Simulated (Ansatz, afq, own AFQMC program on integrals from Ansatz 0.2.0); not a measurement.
**Ge₂H₃ (doublet): quantum Monte Carlo beside coupled cluster at scale of all distances = 0.891, cc-pVDZ**

Aim: compute Ge₂H₃ (doublet) with auxiliary-field quantum Monte Carlo on the same integrals as coupled cluster, and set the energies side by side.

Method: cc-pVDZ, frozen cores; program: Ansatz 0.2.0, Gaussian basis, and an in-house AFQMC program (afq) on its integrals; all values are calculated.

Plan: PBE (unrestricted); r2SCAN (unrestricted); PBE0 (unrestricted); B3LYP (unrestricted); wB97M-V (unrestricted); B2PLYP (unrestricted); CCSD(T) on UHF; Phaseless AFQMC, CISD trial on UHF; Phaseless AFQMC, single-determinant trial on UHF; Free-projection AFQMC, CISD trial on UHF.

4 further runs of the same task are left out: 4 that didn't finish.

## Step 1: What is computed

The geometry derives from a PBE0/def2-TZVP stationary point (not a proven minimum). All distances are scaled together. No spin-orbit coupling is included. The filled d shell of Ge may be among the frozen orbitals whatever the setting's name suggests; the logs give the count.

5 atoms, charge 0, spin multiplicity 2.

Atoms are counted from 1 here; the program's logs count them from 0.

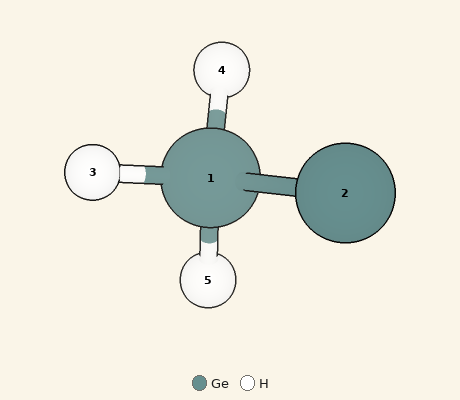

The structure; germanium teal, hydrogen white; atoms are numbered from 1 in the order of the file.

## Step 2: PBE (unrestricted)

The input, in.yaml:

```yaml
crystal:
  periodic: [false, false, false]
  atoms:
    - {symbol: Ge, position_ang: [-0.001772, 0.000000, 1.075882]}
    - {symbol: Ge, position_ang: [-0.001231, 0.000000, -1.141858]}
    - {symbol: H, position_ang: [1.336707, -0.000012, 1.415048]}
    - {symbol: H, position_ang: [-0.560125, 1.107943, 1.669862]}
    - {symbol: H, position_ang: [-0.560145, -1.107931, 1.669863]}
basis:
  gaussian: {orbitals: cc-pVDZ}
magnetization: {spin_polarized: true, initial_magnetization: 1}
hamiltonian: {xc: {name: PBE}}
output: {orbitals: {seedname: orbitals}}
```

On the command line:

```sh
> ansatz run in.yaml --threads 1 --pin off --events-out ev --progress --plain --max-ram 1382MiB
```

Standard output:

```text
Functional definition: PBE
  name "PBE"
  cite "Perdew, Burke & Ernzerhof, Phys. Rev. Lett. 77, 3865 (1996) doi:10.1103/PhysRevLett.77.3865"
  parent pbe
  parameter kappa = 0.804
  parameter beta = 0.06672455060314922
  exchange = pbe_x(kappa = kappa, mu = beta*pi^2/3)
  correlation = pbe_c(beta = beta)
924 factors; their error is unknown
mean field evaluation 1: about -113061.8670 eV, gradient 1.2e1 eV
mean field evaluation 2: about -113061.3228 eV, gradient 1.4e1 eV
mean field evaluation 4: about -113063.1033 eV, gradient 4.0e-1 eV
mean field evaluation 8: about -113063.0986 eV, gradient 6.1e-2 eV
mean field evaluation 16: about -113063.0986 eV, gradient 8.7e-5 eV
mean field evaluation 32: about -113063.0078 eV, gradient 7.8e-2 eV
mean field -113063.09860701 eV, -4154.9922368867 hartree, gradient 1.0e-6 eV, S^2 0.752338; 6 other end points of the search recorded, 0 dependent functions left out
reference -113063.09864014 eV, -4154.9922381044 hartree; 34, 33 occupied and 35, 36 virtual orbitals, 924 factors
Total energy: -113063.09864014 eV, -4154.9922381044 hartree
```

Run time: 3.5 s. Hardware: 1 thread of AMD EPYC 9R45 (Zen 5), shared host.

From the report: ⟨S²⟩ of the determinant 0.752 (pure doublet: 0.75).

## Step 3: r2SCAN (unrestricted)

Changes to in.yaml since step 2:

```diff
@@ -11,3 +11,2 @@
 magnetization: {spin_polarized: true, initial_magnetization: 1}
-hamiltonian: {xc: {name: PBE}}
-output: {orbitals: {seedname: orbitals}}
+hamiltonian: {xc: {name: r2SCAN}}
```

Launched as before.

Standard output (excerpt; [...] marks lines left out):

```text
Functional definition: r2SCAN
  name "r2SCAN"
  cite "Furness, Kaplan, Ning, Perdew & Sun, J. Phys. Chem. Lett. 11, 8208 (2020) doi:10.1021/acs.jpclett.0c02405"
  cite "Furness, Kaplan, Ning, Perdew & Sun, J. Phys. Chem. Lett. 11, 9248 (2020) doi:10.1021/acs.jpclett.0c03077"
  parent r2scan
[...]
924 factors; their error is unknown
[...]
mean field -113079.89098208 eV, -4155.6093452883 hartree, gradient 5.7e-6 eV, S^2 0.755434; 6 other end points of the search recorded, 0 dependent functions left out
reference -113079.89099281 eV, -4155.6093456827 hartree; 34, 33 occupied and 35, 36 virtual orbitals, 924 factors
Total energy: -113079.89099281 eV, -4155.6093456827 hartree
```

Wall time 9.5 s (1 thread of AMD EPYC 9R45 (Zen 5), shared host).

From the report: ⟨S²⟩ of the determinant 0.755 (pure doublet: 0.75).

## Step 4: PBE0 (unrestricted)

Changes to in.yaml since step 3:

```diff
@@ -11,2 +11,3 @@
 magnetization: {spin_polarized: true, initial_magnetization: 1}
-hamiltonian: {xc: {name: r2SCAN}}
+hamiltonian: {xc: {name: PBE0}}
+output: {orbitals: {seedname: orbitals}}
```

Launched as before.

Standard output (excerpt; [...] marks lines left out):

```text
Functional definition: PBE0
  name "PBE0"
  cite "Adamo & Barone, J. Chem. Phys. 110, 6158 (1999) doi:10.1063/1.478522"
  cite "Perdew, Burke & Ernzerhof, Phys. Rev. Lett. 77, 3865 (1996) doi:10.1103/PhysRevLett.77.3865"
  parent pbe
[...]
784 factors; integrals over basis functions are off by at most 1.1e-3 eV
[...]
mean field -113066.25440420 eV, -4155.1082102945 hartree, gradient 5.3e-6 eV, S^2 0.753548; 3 other end points of the search recorded, 0 dependent functions left out
reference -113066.25442910 eV, -4155.1082112096 hartree; 34, 33 occupied and 35, 36 virtual orbitals, 784 factors
Total energy: -113066.25442910 eV, -4155.1082112096 hartree
```

Wall time 3.2 s (1 thread of AMD EPYC 9R45 (Zen 5), shared host); peak memory 0.25 GiB.

From the report: ⟨S²⟩ of the determinant 0.754 (pure doublet: 0.75).

## Step 5: B3LYP (unrestricted)

Changes to in.yaml since step 4:

```diff
@@ -11,3 +11,2 @@
 magnetization: {spin_polarized: true, initial_magnetization: 1}
-hamiltonian: {xc: {name: PBE0}}
-output: {orbitals: {seedname: orbitals}}
+hamiltonian: {xc: {name: B3LYP}}
```

Launched as before.

Standard output (excerpt; [...] marks lines left out):

```text
Functional definition: B3LYP
  name "B3LYP"
  cite "Stephens, Devlin, Chabalowski & Frisch, J. Phys. Chem. 98, 11623 (1994) doi:10.1021/j100096a001"
  cite "Becke, Phys. Rev. A 38, 3098 (1988) doi:10.1103/PhysRevA.38.3098"
  cite "Lee, Yang & Parr, Phys. Rev. B 37, 785 (1988) doi:10.1103/PhysRevB.37.785"
  cite "Vosko, Wilk & Nusair, Can. J. Phys. 58, 1200 (1980) doi:10.1139/p80-159"
[...]
784 factors; integrals over basis functions are off by at most 1.1e-3 eV
[...]
mean field -113083.14058536 eV, -4155.7287660063 hartree, gradient 5.6e-6 eV, S^2 0.752331; 6 other end points of the search recorded, 0 dependent functions left out
reference -113083.14080775 eV, -4155.7287741788 hartree; 34, 33 occupied and 35, 36 virtual orbitals, 784 factors
Total energy: -113083.14080775 eV, -4155.7287741788 hartree
```

Run time: 4.8 s. Hardware: 1 thread of AMD EPYC 9R45 (Zen 5), shared host; peak memory 0.25 GiB.

From the report: ⟨S²⟩ of the determinant 0.752 (pure doublet: 0.75).

## Step 6: wB97M-V (unrestricted)

Changes to in.yaml since step 5:

```diff
@@ -11,2 +11,3 @@
 magnetization: {spin_polarized: true, initial_magnetization: 1}
-hamiltonian: {xc: {name: B3LYP}}
+hamiltonian: {xc: {name: wB97M-V}}
+output: {orbitals: {seedname: orbitals}}
```

Launched as before.

Standard output (excerpt; [...] marks lines left out):

```text
Functional definition: wB97M-V
  name "wB97M-V"
  cite "Mardirossian & Head-Gordon, J. Chem. Phys. 144, 214110 (2016) doi:10.1063/1.4952647"
  cite "Becke, J. Chem. Phys. 107, 8554 (1997) doi:10.1063/1.475007"
  cite "Vydrov & Van Voorhis, J. Chem. Phys. 133, 244103 (2010) doi:10.1063/1.3521275"
  # Of w^i u^j: cxij and so on, Table III.
[...]
  gx(w, u) = 1 - cx + cx01*u + cx10*w
  gss(w, u) = css00 + css04*u^4 + css10*w + css20*w^2 + css43*w^4*u^3
  gos(w, u) = cos00 + cos10*w + (cos20 + cos21*u)*w^2 + (cos60 + cos61*u)*w^6
[...]
      + integral(e_c_pw_mod_opposite_spin*gos(b97_w_opposite, b97_u_opposite)) + vv10(b, c)
784 factors; integrals over basis functions are off by at most 1.1e-3 eV
220 factors; integrals over basis functions are off by at most 2.8e-6 eV
[...]
mean field -113074.07347647 eV, -4155.3955559005 hartree, gradient 4.6e-6 eV, S^2 0.752479; 3 other end points of the search recorded, 0 dependent functions left out
reference -113074.07351212 eV, -4155.3955572107 hartree; 34, 33 occupied and 35, 36 virtual orbitals, 784 factors
Total energy: -113074.07351212 eV, -4155.3955572107 hartree
```

Wall time 11 s (1 thread of AMD EPYC 9R45 (Zen 5), shared host); peak memory 0.4 GiB.

From the report: ⟨S²⟩ of the determinant 0.752 (pure doublet: 0.75).

## Step 7: B2PLYP (unrestricted)

Changes to in.yaml since step 6:

```diff
@@ -11,3 +11,3 @@
 magnetization: {spin_polarized: true, initial_magnetization: 1}
-hamiltonian: {xc: {name: wB97M-V}}
-output: {orbitals: {seedname: orbitals}}
+hamiltonian: {xc: {name: B2PLYP}}
+correlation: {electrons: outside_noble_gas}
```

Launched as before.

Standard output (excerpt; [...] marks lines left out):

```text
Functional definition: B2PLYP
  name "B2PLYP"
  cite "Grimme, J. Chem. Phys. 124, 034108 (2006) doi:10.1063/1.2148954"
  cite "Becke, Phys. Rev. A 38, 3098 (1988) doi:10.1103/PhysRevA.38.3098"
  cite "Lee, Yang & Parr, Phys. Rev. B 37, 785 (1988) doi:10.1103/PhysRevB.37.785"
[...]
784 factors; integrals over basis functions are off by at most 1.1e-3 eV
[...]
mean field -113056.10663631 eV, -4154.7352867029 hartree, gradient 6.8e-6 eV, S^2 0.754929; 4 other end points of the search recorded, 0 dependent functions left out
28 core orbitals not correlated: weight in the atoms' cores, before any rotation towards them, 0.998 or more for the frozen orbitals, at most 0.001 for the correlated occupied ones
reference -113056.10677791 eV, -4154.7352919065 hartree; 6, 5 occupied and 35, 36 virtual orbitals, 784 factors
second order -5.29389607 eV of doubles, -0.00000000 eV of singles
Total energy: -113057.53612984 eV, -4154.7878196214 hartree
```

It took 3.7 s on 1 thread of AMD EPYC 9R45 (Zen 5), shared host; peak memory 0.25 GiB.

From the report: ⟨S²⟩ of the determinant 0.755 (pure doublet: 0.75).

## Step 8: CCSD(T) on UHF

Changes to in.yaml since step 7:

```diff
@@ -11,3 +11,2 @@
 magnetization: {spin_polarized: true, initial_magnetization: 1}
-hamiltonian: {xc: {name: B2PLYP}}
-correlation: {electrons: outside_noble_gas}
+correlation: {method: ccsd_t, electrons: outside_noble_gas, hamiltonian_folder: ham}
```

The command is unchanged.

Standard output (excerpt; [...] marks lines left out):

```text
Functional definition: HF
  name "HF"
  cite "Fock, Z. Phys. 61, 126 (1930) doi:10.1007/BF01340294"
  parent pbe
[...]
784 factors; integrals over basis functions are off by at most 1.1e-3 eV
[...]
mean field -112990.28293922 eV, -4152.3163104518 hartree, gradient 2.8e-6 eV, S^2 0.935866; 17 other end points of the search recorded, 0 dependent functions left out
determinant -112990.28293922 eV, -4152.3163104518 hartree, with singles and doubles -112995.51034024 eV, -4152.5084138959 hartree
determinant -112990.27286004 eV, -4152.3159400488 hartree, with singles and doubles -112995.51265016 eV, -4152.5084987840 hartree
determinant -112990.17316653 eV, -4152.3122763799 hartree, with singles and doubles -112995.43835241 eV, -4152.5057683922 hartree
determinant -112988.86990483 eV, -4152.2643823956 hartree, with singles and doubles -112993.99214312 eV, -4152.4526211808 hartree
[...]
determinant -112987.59499328 eV, -4152.2175302603 hartree, with singles and doubles -112992.87801715 eV, -4152.4116778068 hartree
determinant -112990.28293922 eV, -4152.3163104518 hartree, with singles and doubles -112995.52664054 eV, -4152.5090129210 hartree
determinant -112990.27286004 eV, -4152.3159400488 hartree, with singles and doubles -112995.52740235 eV, -4152.5090409171 hartree
determinant -112990.17316653 eV, -4152.3122763799 hartree, with singles and doubles -112995.43838431 eV, -4152.5057695642 hartree
28 core orbitals not correlated: weight in the atoms' cores, before any rotation towards them, 0.999 or more for the frozen orbitals, at most 0.001 for the correlated occupied ones
reference -112990.27286004 eV, -4152.3159400488 hartree; 6, 5 occupied and 35, 36 virtual orbitals, 784 factors
second order -4.12714405 eV of doubles, -0.00000000 eV of singles
cycle   1  -5.25453856 eV  change    3.8e-6 eV  update   3.3e-6
perturbative correction -0.12407784 eV, -0.0045597766 hartree
Total energy: -112995.65147644 eV, -4152.5136005557 hartree
```

It took 14 s on 1 thread of AMD EPYC 9R45 (Zen 5), shared host.

From the report: ⟨S²⟩ of the determinant 0.904 (pure doublet: 0.75); correlation -5.3786 eV; T1 0.051; largest double amplitude 0.08.

This run also writes the integrals to the folder ham.

## Step 9: Phaseless AFQMC, CISD trial on UHF

It reads the integrals that the CCSD(T) run on this determinant wrote.

On the command line:

```sh
> afq ham --method phaseless --trial cisd --walkers 60 --populations 1 --least-time 40 --time-step 0.005 --steps-per-block 50 --equilibration-blocks 28 --max-blocks 300 --target-error 0.0004 --factor-cut 1e-05 --start spin_pure --seed 5682 --release-times 0.24,0.51,0.99,1.62,2.4 --release-step 0.03 --release-every 4 --taylor-order 6
```

Standard output:

```text
orbitals 41  electrons 6 5  factors 349 of 784
reference energy -4152.31594005 Eh
CCSD correlation -0.19310049 Eh in 17 cycles, weight of the determinant in the CISD state 0.8326
energy of the start -4152.499576 Eh
 block  time / (1/Eh)  mean weight  energy / Eh
     1     0.250  1.0018  -4152.500792
     2     0.500  1.0006  -4152.503042
     3     0.750  1.0010  -4152.505523
     4     1.000  1.0020  -4152.507429
     5     1.250  1.0011  -4152.508799
     6     1.500  1.0008  -4152.510927
     7     1.750  0.9990  -4152.513510
     8     2.000  1.0023  -4152.513538
     9     2.250  0.9987  -4152.512908
    10     2.500  0.9995  -4152.514173
    13     3.250  1.0015  -4152.513929
    17     4.250  0.9986  -4152.512727
    21     5.250  1.0007  -4152.514913
    25     6.250  1.0006  -4152.514224
    29     7.250  0.9990  -4152.507659
    33     8.250  1.0023  -4152.511229
    37     9.250  0.9995  -4152.513918
    41    10.250  0.9986  -4152.511106
    45    11.250  1.0002  -4152.513710
    49    12.250  0.9997  -4152.514546
    53    13.250  1.0015  -4152.513156
    57    14.250  1.0000  -4152.514218
    61    15.250  0.9992  -4152.515498
    65    16.250  0.9980  -4152.514528
    69    17.250  1.0000  -4152.516090
    73    18.250  0.9987  -4152.511442
    77    19.250  0.9998  -4152.514548
    81    20.250  1.0000  -4152.512132
    85    21.250  1.0008  -4152.514995
    89    22.250  0.9996  -4152.513674
    93    23.250  1.0013  -4152.517355
    97    24.250  0.9980  -4152.511059
   101    25.250  0.9994  -4152.514041
   105    26.250  0.9982  -4152.512506
   109    27.250  0.9992  -4152.519845
   113    28.250  0.9992  -4152.512421
   117    29.250  0.9999  -4152.517052
   121    30.250  0.9985  -4152.516341
   125    31.250  0.9987  -4152.516352
   129    32.250  1.0020  -4152.511116
   133    33.250  0.9981  -4152.514349
   137    34.250  1.0018  -4152.512098
   141    35.250  0.9998  -4152.510932
   145    36.250  0.9988  -4152.519764
   149    37.250  0.9994  -4152.516364
   153    38.250  0.9984  -4152.511475
   157    39.250  1.0003  -4152.517764
   161    40.250  1.0013  -4152.512852
   165    41.250  0.9989  -4152.512682
   169    42.250  1.0007  -4152.511362
   173    43.250  1.0003  -4152.512132
   177    44.250  0.9997  -4152.512692
   181    45.250  0.9994  -4152.514449
   185    46.250  0.9994  -4152.511046
blocks merged  error / Eh  count
     1  0.000214  160
     2  0.000268  80
     4  0.000294  40
     8  0.000345  20
    16  0.000425  10
released: time / (1/Eh)  energy / Eh  error  mean overlap
  0.24  -4152.513951  0.000348  0.9932
  0.51  -4152.514125  0.000377  0.9969
  0.99  -4152.514597  0.000326  0.9959
  1.62  -4152.514111  0.000476  1.0190
  2.40  -4152.514689  0.000615  1.0315
energy -4152.513588 +/- 0.000345 Eh
```

Wall time 3.3 min (1 thread of AMD EPYC 9R45 (Zen 5), shared host).

Energy -112995.6511 ± 0.0094 eV. Caveats: constraint bias not in the error. The error still grows with block length (0.0080 to 0.0116 eV), so the bar may be too small.

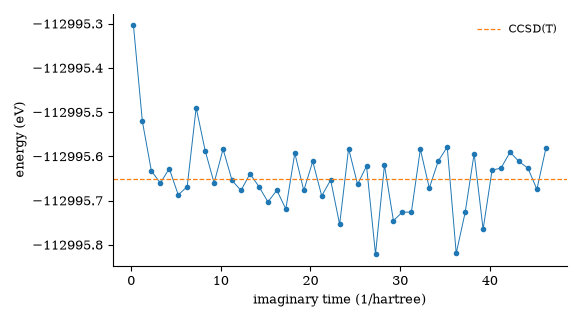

Block energies along the walk.

## Step 10: Phaseless AFQMC, single-determinant trial on UHF

It reads the integrals that the CCSD(T) run on this determinant wrote.

On the command line:

```sh
> afq ham --method phaseless --trial hf --walkers 120 --populations 1 --least-time 40 --time-step 0.005 --steps-per-block 20 --equilibration-blocks 112 --max-blocks 600 --target-error 0.0012000000000000001 --factor-cut 1e-05 --start spin_pure --seed 3308 --taylor-order 6
```

Standard output:

```text
orbitals 41  electrons 6 5  factors 349 of 784
reference energy -4152.31594005 Eh
CCSD correlation -0.19310049 Eh in 17 cycles, weight of the determinant in the CISD state 0.8326
energy of the start -4152.317633 Eh
 block  time / (1/Eh)  mean weight  energy / Eh
     1     0.100  1.0009  -4152.349116
     2     0.200  1.0008  -4152.375679
     3     0.300  1.0000  -4152.397102
     4     0.400  1.0018  -4152.418349
     5     0.500  1.0018  -4152.437924
     6     0.600  1.0016  -4152.448334
     7     0.700  1.0024  -4152.457059
     8     0.800  1.0002  -4152.463559
     9     0.900  1.0007  -4152.468035
    10     1.000  0.9989  -4152.469659
    13     1.300  1.0000  -4152.485624
    25     2.500  0.9996  -4152.504363
    37     3.700  0.9997  -4152.511722
    49     4.900  1.0009  -4152.501559
    61     6.100  1.0001  -4152.508305
    73     7.300  0.9982  -4152.498635
    85     8.500  0.9997  -4152.506531
    97     9.700  1.0011  -4152.518635
   109    10.900  0.9993  -4152.503205
   121    12.100  0.9989  -4152.512720
   133    13.300  1.0003  -4152.499987
   145    14.500  0.9999  -4152.516829
   157    15.700  1.0015  -4152.521843
   169    16.900  1.0018  -4152.505764
   181    18.100  0.9988  -4152.518219
   193    19.300  1.0006  -4152.513249
   205    20.500  1.0004  -4152.503917
   217    21.700  1.0008  -4152.522057
   229    22.900  0.9998  -4152.528571
   241    24.100  1.0006  -4152.564408
   253    25.300  1.0004  -4152.508650
   265    26.500  1.0000  -4152.511337
   277    27.700  1.0002  -4152.517431
   289    28.900  1.0006  -4152.512127
   301    30.100  1.0005  -4152.507143
   313    31.300  0.9995  -4152.522017
   325    32.500  1.0014  -4152.513755
   337    33.700  0.9988  -4152.517071
   349    34.900  0.9996  -4152.526517
   361    36.100  0.9989  -4152.517716
   373    37.300  1.0005  -4152.507089
   385    38.500  1.0006  -4152.495422
   397    39.700  1.0007  -4152.521922
   409    40.900  1.0014  -4152.511163
   421    42.100  0.9995  -4152.518710
   433    43.300  1.0006  -4152.521515
   445    44.500  0.9995  -4152.525202
   457    45.700  0.9997  -4152.507901
   469    46.900  1.0008  -4152.523942
   481    48.100  1.0007  -4152.513363
   493    49.300  1.0004  -4152.525396
   505    50.500  1.0005  -4152.522670
blocks merged  error / Eh  count
     1  0.000489  400
     2  0.000649  200
     4  0.000846  100
     8  0.001107  50
    16  0.001193  25
    32  0.001560  12
energy -4152.515920 +/- 0.001193 Eh
```

Wall time 2.3 min (1 thread of AMD EPYC 9R45 (Zen 5), shared host).

Energy -112995.7146 ± 0.0325 eV. Caveats: constraint bias not in the error. The error still grows with block length (0.0301 to 0.0425 eV), so the bar may be too small.

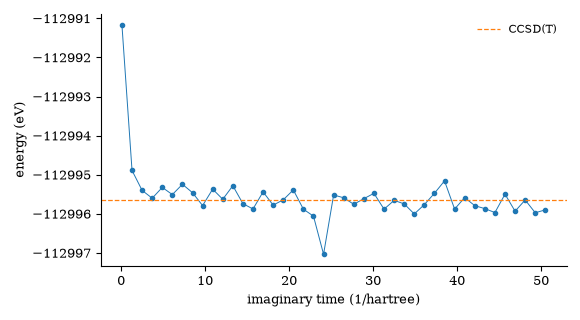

Block energies along the walk.

## Step 11: Free-projection AFQMC, CISD trial on UHF

It reads the integrals that the CCSD(T) run on this determinant wrote.

On the command line:

```sh
> afq ham --method free --trial cisd --walkers 60 --time-step 0.03 --max-blocks 80 --target-error 0.0004 --factor-cut 1e-05 --seed 525 --times 0,0.21,0.42,0.81,1.2,1.8,2.4,3 --taylor-order 8
```

Standard output:

```text
orbitals 41  electrons 6 5  factors 349 of 784
reference energy -4152.31594005 Eh
CCSD correlation -0.19310049 Eh in 17 cycles, weight of the determinant in the CISD state 0.8326
repeat  energy at the last time / Eh  error
    10  -4152.514162  0.001033
    20  -4152.514702  0.000585
    30  -4152.514181  0.000554
    40  -4152.514441  0.000453
    50  -4152.514479  0.000386
time / (1/Eh)  energy / Eh  error  mean overlap
  0.00  -4152.509037  0.000158  1.2014
  0.21  -4152.510763  0.000170  1.2083
  0.42  -4152.511852  0.000213  1.2122
  0.81  -4152.513050  0.000276  1.2198
  1.20  -4152.514123  0.000259  1.2121
  1.80  -4152.514340  0.000350  1.2081
  2.40  -4152.515164  0.000428  1.1915
  3.00  -4152.514503  0.000381  1.2021
energy -4152.514503 +/- 0.000381 Eh
```

It took 2.1 min on 1 thread of AMD EPYC 9R45 (Zen 5), shared host.

Energy -112995.6760 ± 0.0104 eV. Caveats: remainder of the start not in the error; start is not spin pure.

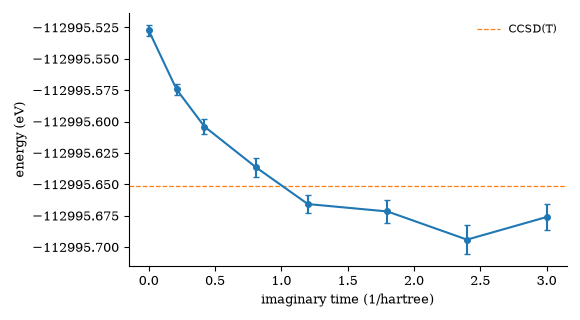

Energy against projection time, with error bars.

## Step 12: AFQMC on the ladder

On the UHF determinant, counted from CCSD(T) (a yardstick, not exact):

| level | energy (eV) | from CCSD(T) (kJ/mol) | statistical error (kJ/mol) | time |
| --- | --- | --- | --- | --- |
| HF | -112990.2729 | +519.0 |  |  |
| MP2 | -112994.4000 | +120.7 |  |  |
| CCSD | -112995.5274 | +12.0 |  |  |
| CCSD(T) | -112995.6515 | 0.0 |  |  |
| Phaseless AFQMC, CISD trial, step 0.005, 60 walkers | -112995.6511 | 0.0 | 0.9 | 3.3 min |
| Phaseless AFQMC, single-determinant trial, step 0.005, 120 walkers | -112995.7146 | -6.1 | 3.1 | 2.3 min |
| Free-projection AFQMC, CISD trial, step 0.03, 60 walkers | -112995.6760 | -2.4 | 1.0 | 2.1 min |

The functionals' totals stand on their own zeros and serve differences with other points: PBE -113063.099 eV; r2SCAN -113079.891 eV; PBE0 -113066.254 eV; B3LYP -113083.141 eV; wB97M-V -113074.074 eV; B2PLYP -113057.536 eV.

## Step 13: Summary of results

| quantity | value |
| --- | --- |
| Phaseless AFQMC, CISD trial on UHF from CCSD(T) | 0.0 ± 0.9 kJ/mol |
| Phaseless AFQMC, single-determinant trial on UHF from CCSD(T) | -6.1 ± 3.1 kJ/mol |
| Free-projection AFQMC, CISD trial on UHF from CCSD(T) | -2.4 ± 1.0 kJ/mol |

What this shows: On UHF the phaseless walk with the CISD trial lies 0.0 kJ/mol from CCSD(T), within three error bars. Free projection has no constraint; at the last time it gives -2.4 ± 1.0 kJ/mol, and from a start that isn't spin pure other spins can mix in. Error bars are statistical and leave out the constraint, the time step and what remains of the start.
